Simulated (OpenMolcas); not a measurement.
**Relativistic diatomic calculation: MgBe⁻ (part 2 of 2)**

The same run, continued: MgBe⁻. Method: SA-CASSCF(5,8)/XMS-CASPT2 + RASSI spin-orbit (X2C scalar, AMFI), ANO-RCC-VTZP (OpenMolcas).

Output (extracts), continued:
```
++ Dipole transition strengths (spin-free states):
     for osc. strength at least  1.00000000E-05
      From   To        Osc. strength     Einstein coefficients Ax, Ay, Az (sec-1)    Total A (sec-1)
         1    7       4.52246681E-04  1.95978918E-01  4.56671853E+02  0.00000000E+00  4.56867831E+02
         1    3       6.92167177E-03  0.00000000E+00  0.00000000E+00  5.89933149E+05  5.89933149E+05
         1    8       1.18971645E-03  2.68052078E+04  1.33619508E+05  0.00000000E+00  1.60424715E+05
         1    9       1.19052156E-03  1.33901881E+05  2.68586217E+04  0.00000000E+00  1.60760503E+05
         1   10       6.31559218E-04  7.11280578E+01  1.01102032E+05  0.00000000E+00  1.01173160E+05
         1   11       5.28661453E-03  1.01767915E+06  4.73050183E+02  0.00000000E+00  1.01815220E+06
         1    6       5.65516334E-03  0.00000000E+00  0.00000000E+00  1.17865929E+06  1.17865929E+06
         1   12       2.67451122E-03  7.41247227E+05  3.13102573E+02  0.00000000E+00  7.41560329E+05
         1   13       3.29154258E-05  7.97883645E+03  3.78133528E+03  0.00000000E+00  1.17601717E+04
         1   14       3.30621569E-05  3.80521750E+03  8.02351134E+03  0.00000000E+00  1.18287288E+04
         2    7       4.52246563E-04  4.56671733E+02  1.95979315E-01  0.00000000E+00  4.56867713E+02
         2    4       6.92167309E-03  0.00000000E+00  0.00000000E+00  5.89933262E+05  5.89933262E+05
         2    8       1.18972272E-03  1.33620231E+05  2.68053288E+04  0.00000000E+00  1.60425560E+05
         2    9       1.19052262E-03  2.68582226E+04  1.33902424E+05  0.00000000E+00  1.60760647E+05
         2   10       6.31554373E-04  1.01101285E+05  7.10987166E+01  0.00000000E+00  1.01172384E+05
         2   11       5.28661987E-03  4.73268918E+02  1.01767996E+06  0.00000000E+00  1.01815323E+06
         2    5       5.65516298E-03  0.00000000E+00  0.00000000E+00  1.17865919E+06  1.17865919E+06
         2   12       2.67453928E-03  3.13234989E+02  7.41254874E+05  0.00000000E+00  7.41568109E+05
         2   13       3.29154367E-05  3.78130562E+03  7.97887002E+03  0.00000000E+00  1.17601756E+04
         2   14       3.30613286E-05  8.02351620E+03  3.80491629E+03  0.00000000E+00  1.18284325E+04
         7    3       3.78778266E-05  1.84255603E+00  2.56180389E+03  0.00000000E+00  2.56364645E+03
         7    4       3.78777590E-05  2.56180019E+03  1.84168081E+00  0.00000000E+00  2.56364187E+03
         7   10       9.40274536E-05  0.00000000E+00  0.00000000E+00  1.27654829E+04  1.27654829E+04
         7    5       1.09745982E-02  1.97852961E+06  1.41107555E+03  0.00000000E+00  1.97994069E+06
         7    6       1.09746061E-02  1.41107499E+03  1.97853108E+06  0.00000000E+00  1.97994215E+06
        15   20       1.39651700E-04  1.08345824E+01  7.73859904E-03  0.00000000E+00  1.08423210E+01
        15   21       1.39652235E-04  7.73871739E-03  1.08347476E+01  0.00000000E+00  1.08424863E+01
        15   16       2.66986280E-02  0.00000000E+00  0.00000000E+00  1.48372539E+06  1.48372539E+06
        20   22       1.74972957E-02  0.00000000E+00  0.00000000E+00  1.18935959E+06  1.18935959E+06
        20   17       1.88665407E-04  7.68988658E+02  1.41171023E+04  0.00000000E+00  1.48860910E+04
        20   18       1.88687170E-04  1.41214560E+04  7.69194621E+02  0.00000000E+00  1.48906506E+04
        20   19       2.78929920E-04  1.75217952E+01  2.45330151E+04  0.00000000E+00  2.45505369E+04
        21   23       1.74972870E-02  0.00000000E+00  0.00000000E+00  1.18935854E+06  1.18935854E+06
        21   17       1.88666884E-04  1.41172348E+04  7.68967333E+02  0.00000000E+00  1.48862021E+04
        21   18       1.88683078E-04  7.69193284E+02  1.41211290E+04  0.00000000E+00  1.48903223E+04
        21   19       2.78928144E-04  2.45328490E+04  1.75232332E+01  0.00000000E+00  2.45503723E+04
         3    8       4.61633402E-05  4.25580060E+01  2.18969544E+02  0.00000000E+00  2.61527550E+02
         3    9       4.63326040E-05  2.21254897E+02  4.30466620E+01  0.00000000E+00  2.64301559E+02
         3   10       7.40625474E-05  5.74589993E-01  8.68147948E+02  0.00000000E+00  8.68722538E+02
         3   11       2.73202480E-05  5.89337424E+02  3.02328835E-01  0.00000000E+00  5.89639752E+02
         3    6       6.37194952E-04  0.00000000E+00  0.00000000E+00  1.72616981E+04  1.72616981E+04
         3   13       1.32315206E-04  8.35001900E+03  4.02255054E+03  0.00000000E+00  1.23725695E+04
         3   14       1.32412012E-04  4.03595491E+03  8.37873066E+03  0.00000000E+00  1.24146856E+04
         4    8       4.61629890E-05  2.18967483E+02  4.25580776E+01  0.00000000E+00  2.61525560E+02
         4    9       4.63327027E-05  4.30471648E+01  2.21254958E+02  0.00000000E+00  2.64302122E+02
         4   10       7.40629499E-05  8.68152346E+02  5.74912861E-01  0.00000000E+00  8.68727259E+02
         4   11       2.73199049E-05  3.01599195E-01  5.89330749E+02  0.00000000E+00  5.89632348E+02
         4    5       6.37194208E-04  0.00000000E+00  0.00000000E+00  1.72616769E+04  1.72616769E+04
         4   13       1.32314963E-04  4.02255601E+03  8.34999084E+03  0.00000000E+00  1.23725468E+04
         4   14       1.32410725E-04  8.37871246E+03  4.03585247E+03  0.00000000E+00  1.24145649E+04
         8    5       2.49176596E-04  1.66437182E+03  3.23701732E+02  0.00000000E+00  1.98807355E+03
         8    6       2.49174970E-04  3.23702286E+02  1.66435851E+03  0.00000000E+00  1.98806080E+03
         8   13       2.44079846E-03  0.00000000E+00  0.00000000E+00  1.29706463E+05  1.29706463E+05
         8   14       9.13518064E-04  0.00000000E+00  0.00000000E+00  4.87172596E+04  4.87172596E+04
         9    5       2.48461376E-04  3.20960290E+02  1.64989244E+03  0.00000000E+00  1.97085273E+03
         9    6       2.48462384E-04  1.64989375E+03  3.20967196E+02  0.00000000E+00  1.97086094E+03
         9   13       9.10798171E-04  0.00000000E+00  0.00000000E+00  4.82916930E+04  4.82916930E+04
         9   14       2.44259385E-03  0.00000000E+00  0.00000000E+00  1.29968854E+05  1.29968854E+05
        10    5       1.60018775E-04  5.06668726E+02  3.18259805E-01  0.00000000E+00  5.06986985E+02
        10    6       1.60019629E-04  3.18381030E-01  5.06671398E+02  0.00000000E+00  5.06989779E+02
        11    5       3.02385849E-05  5.53411225E-03  9.44748933E+00  0.00000000E+00  9.45302344E+00
        11    6       3.02387705E-05  9.44755030E+00  5.53646321E-03  0.00000000E+00  9.45308676E+00
        11   12       2.33283974E-04  0.00000000E+00  0.00000000E+00  1.79476202E+03  1.79476202E+03
         5   12       3.73034930E-05  1.43049298E-01  1.82808543E+02  0.00000000E+00  1.82951592E+02
         5   13       1.06745892E-05  6.89068387E+01  1.43918513E+02  0.00000000E+00  2.12825352E+02
         5   14       1.06736819E-05  1.44763048E+02  6.92758671E+01  0.00000000E+00  2.14038915E+02
         6   12       3.73048253E-05  1.82814937E+02  1.43163060E-01  0.00000000E+00  1.82958100E+02
         6   13       1.06745781E-05  1.43917745E+02  6.89073691E+01  0.00000000E+00  2.12825114E+02
         6   14       1.06736522E-05  6.92754037E+01  1.44762900E+02  0.00000000E+00  2.14038304E+02
        16   22       7.31137681E-04  8.34147054E+02  6.32817530E-01  0.00000000E+00  8.34779872E+02
        16   23       7.31137414E-04  6.32815787E-01  8.34146751E+02  0.00000000E+00  8.34779567E+02
        22   17       4.50623799E-05  9.54321260E-01  1.73911854E+01  0.00000000E+00  1.83455066E+01
        22   18       4.51224118E-05  1.74606712E+01  9.58132612E-01  0.00000000E+00  1.84188038E+01
        22   19       3.27300951E-05  3.20954881E-02  4.22878899E+01  0.00000000E+00  4.23199854E+01
        23   17       4.50625770E-05  1.73912602E+01  9.54326659E-01  0.00000000E+00  1.83455869E+01
        23   18       4.51225281E-05  9.58129068E-01  1.74607222E+01  0.00000000E+00  1.84188513E+01
        23   19       3.27296537E-05  4.22873145E+01  3.21002025E-02  0.00000000E+00  4.23194147E+01
 Electric-quadrupole - electric-quadrupole not included
 Electric-dipole - electric-octupole not included
 Electric-dipole - magnetic-quadrupole not included
   Eigenvalues of complex Hamiltonian:
  (Shifted by EMIN (a.u.) =       -214.7470574803)
 SO State       Relative EMIN(au)   Rel lowest level(eV)    D:o, cm**(-1)      Omega
     1            -0.0000223796        0.0000000000              0.0000         0.5
     2            -0.0000223796        0.0000000000              0.0000         0.5
     3             0.0000220944        0.0012101973              9.7609         1.5
     4             0.0000220944        0.0012101973              9.7609         1.5
     5             0.0056074784        0.1531962383           1235.6110         0.5
     6             0.0056074784        0.1531962383           1235.6110         0.5
     7             0.0392909166        1.0697692856           8628.2712         0.5
     8             0.0392909166        1.0697692856           8628.2712         0.5
     9             0.0392914475        1.0697837319           8628.3877         1.5
    10             0.0392914475        1.0697837319           8628.3877         1.5
    11             0.0408155117        1.1112556313           8962.8811         0.5
    12             0.0408155117        1.1112556313           8962.8811         0.5
    13             0.0408364061        1.1118241977           8967.4669         0.5
    14             0.0408364061        1.1118241977           8967.4669         0.5
    15             0.0408570226        1.1123852006           8971.9917         1.5
    16             0.0408570226        1.1123852006           8971.9917         1.5
    17             0.0408774109        1.1129399963           8976.4664         2.5
    18             0.0408774109        1.1129399963           8976.4664         2.5
    19             0.0514844451        1.4015721001          11304.4414         0.5
    20             0.0514844451        1.4015721001          11304.4414         0.5
    21             0.0515234928        1.4026346432          11313.0113         1.5
    22             0.0515234928        1.4026346432          11313.0113         1.5
    23             0.0647820939        1.7634195579          14222.9379         2.0
    24             0.0647820939        1.7634195579          14222.9379         2.0
    25             0.0648289445        1.7646944283          14233.2204         2.2
    26             0.0648289445        1.7646944283          14233.2204         2.2
    27             0.0706105430        1.9220197369          15502.1346         0.5
    28             0.0706105430        1.9220197369          15502.1346         0.5
    29             0.0774214366        2.1073535938          16996.9530         0.5
    30             0.0774214366        2.1073535938          16996.9530         0.5
    31             0.0805407194        2.1922336039          17681.5565         0.5
    32             0.0805407194        2.1922336039          17681.5565         0.5
    33             0.0805411782        2.1922460872          17681.6571         1.5
    34             0.0805411782        2.1922460872          17681.6571         1.5
    35             0.0808806496        2.2014835747          17756.1625         0.5
    36             0.0808806496        2.2014835747          17756.1625         0.5
    37             0.0808807217        2.2014855364          17756.1783         1.5
    38             0.0808807217        2.2014855364          17756.1783         1.5
    39             0.0868136807        2.3629295744          19058.3123         0.5
    40             0.0868136807        2.3629295744          19058.3123         0.5
    41             0.0868324746        2.3634409831          19062.4371         0.5
    42             0.0868324746        2.3634409831          19062.4371         0.5
    43             0.0868512438        2.3639517198          19066.5565
```

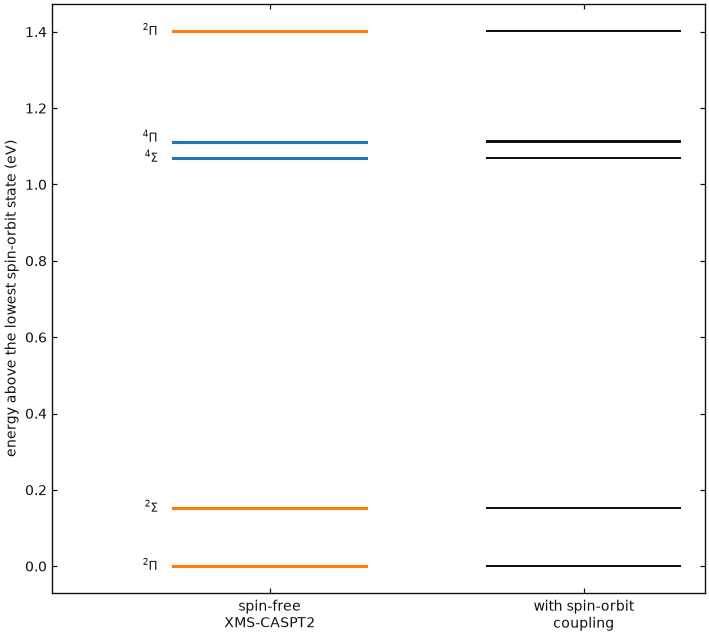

*States up to 1.5 eV at 2.706 Å, without spin-orbit coupling (left, a colour for each spin multiplicity) and with it (right, where close levels merge).*

The spin-free states run ²Π (0.00 eV), ²Σ (0.15 eV), ⁴Σ (1.07 eV), ⁴Π (1.11 eV), ²Π (1.40 eV) from the lowest. The lowest spin-orbit levels have |Ω| = 1/2 (0 cm⁻¹), 3/2 (10 cm⁻¹), 1/2 (1,236 cm⁻¹), 1/2 (8,628 cm⁻¹), 3/2 (8,628 cm⁻¹).

Key numbers:

- outcome: converged; components of a degenerate state are split by 16 cm⁻¹; whether the anion is bound against detachment isn't tested
- lowest spin-free state: ²Π
- lowest spin-orbit level: Ω = 1/2, −214.74708 hartree
- next level: Ω = 3/2, 10 cm⁻¹
- hardware: 1 thread of Arm Neoverse V2, 24 GiB of memory available, shared host
- wall time: 29 s

Remarks:

Limits: the two components of ²Δ at 2.87 eV, degenerate in CASSCF as they must be, are split by 16 cm⁻¹ in XMS-CASPT2, an artefact that passes into its spin-orbit levels; 8 of the 64 spin-orbit states have no clean Ω, so their splittings aren't to be trusted; the run doesn't test whether the anion keeps its extra electron; the basis has no added diffuse functions, and states above the detachment threshold, which may include the lowest, are held only by it.
